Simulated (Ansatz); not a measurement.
The starting structures come from a database of crystals and need not be the phases stable at ambient conditions.

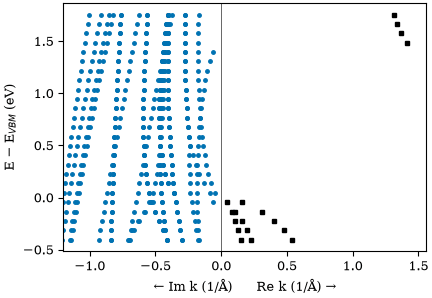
Figure: Complex bands at the centre of the two-dimensional zone; r2SCAN in Ansatz (an electronic-structure program)

No gap correction and no spin-orbit coupling; mid-gap is the computed energy nearest the middle.

This is Ba(MgP)$_{2}$ (P-3m1, 5 atoms a cell, 25.3 Å³ an atom) along the normal of (110). Read off the slowest decay at the centre of the two-dimensional zone at 0.77 eV, the computed energy nearest the middle of the gap.

κ ≈ 0.16 1/Å, a decay length 1/(2κ) of the density of 3.2 Å.
